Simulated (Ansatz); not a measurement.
# F2HNSi + H2S: a complex and its separated parts

The complex below is one end of an elementary step. How strongly is it bound against its free parts?

The runs use Ansatz 0.2.0, Gaussian basis; PBE0-D4/def2-TZVP structures, single points in def2-TZVPP, no counterpoise correction.

Levels: SPW92, PBE-D4, BLYP-D4, r2SCAN-D4, B97M-V, PBE0-D4, B3LYP-D4, r2SCAN0-D4, BHLYP-D4, CAM-B3LYP-D4, wB97X-V, wB97M-V, B2PLYP, PBE-QIDH, RPA on PBE, Hartree-Fock, MP2, CCSD, CCSD(T).

Correlated methods freeze the cores. B3LYP uses VWN-RPA correlation. B2PLYP carries no dispersion term here.

10 further runs of the same task are left out: 10 set aside as unsound or not needed.

## Step 1: Starting geometry

The complex: 8 atoms, charge 0, spin multiplicity 1.

Atoms are counted from 1 here; the program's logs count them from 0.

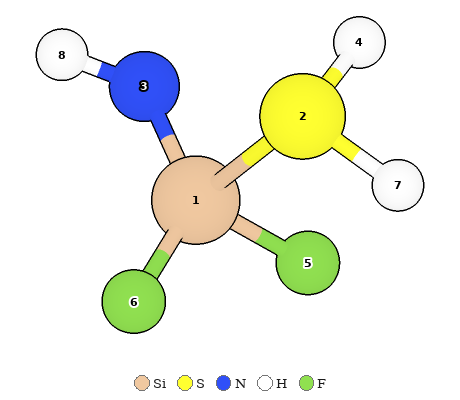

As it starts; silicon light orange, sulfur yellow, nitrogen blue, hydrogen white, fluorine green; atoms are numbered from 1 in the order of the file.

Coordinates:

```xyz
8
F2H3NSSi
Si   -0.30407   -0.36683    0.69403
S     0.79087    1.14576   -0.83054
N    -1.59162   -0.76500   -0.12324
H     0.70554    0.24024   -1.81884
F     0.91730   -1.37618    0.76445
F    -0.11852    0.54359    1.98423
H     2.11740    0.96693   -0.66201
H    -2.51680   -0.38861   -0.00799
```

Its parts: F2HNSi holds atoms 1, 3, 5, 6, 8; H2S holds atoms 2, 4, 7. Each part counts its atoms afresh in its own runs.

## Step 2: Relaxing F2HNSi alone

The input, relax-a/in.yaml:

```yaml
crystal:
  periodic: [false, false, false]
  atoms:
    - {symbol: Si, position_ang: [-0.304070, -0.366826, 0.694029]}
    - {symbol: N, position_ang: [-1.591617, -0.765004, -0.123242]}
    - {symbol: F, position_ang: [0.917301, -1.376180, 0.764455]}
    - {symbol: F, position_ang: [-0.118517, 0.543594, 1.984230]}
    - {symbol: H, position_ang: [-2.516803, -0.388612, -0.007987]}
basis:
  gaussian: {orbitals: def2-TZVP}
hamiltonian: {xc: pbe0, dispersion: d4}
relax: {f_tol: 0.005, max_steps: 200}
```

The command line of these runs was not kept.

The runs that follow: Relaxing H2S alone; wB97M-V/def2-TZVPP; CCSD(T)/def2-TZVPP; Vibrations of F2HNSi; Vibrations of H2S.

**Question.** What will these runs give? Wanted: complex less parts, CCSD(T)/def2-TZVPP; with zero-point energy; largest T1 diagnostic.

The runs gave:

| quantity | value |
| --- | --- |
| complex less parts, CCSD(T)/def2-TZVPP | -0.523 eV |
| with zero-point energy | -0.437 eV |
| largest T1 diagnostic | 0.015 |

In words: At CCSD(T) the complex lies 0.523 eV below its parts. Among the functionals B2PLYP lands nearest to CCSD(T) (+0.027 eV) and SPW92 farthest (-0.424 eV). Mean unsigned error by rung: LDA 0.424, GGA 0.124, meta-GGA 0.121, hybrid 0.163, range-separated hybrid 0.115, double hybrid 0.081 eV. PBE-D4 gives a relative energy 0.186 eV too low, outside chemical accuracy (1 kcal/mol, 0.043 eV). No counterpoise was applied, and triple zeta lacks some correlation, so the CCSD(T) reference has a basis error of its own, and close matches with it are partly luck.
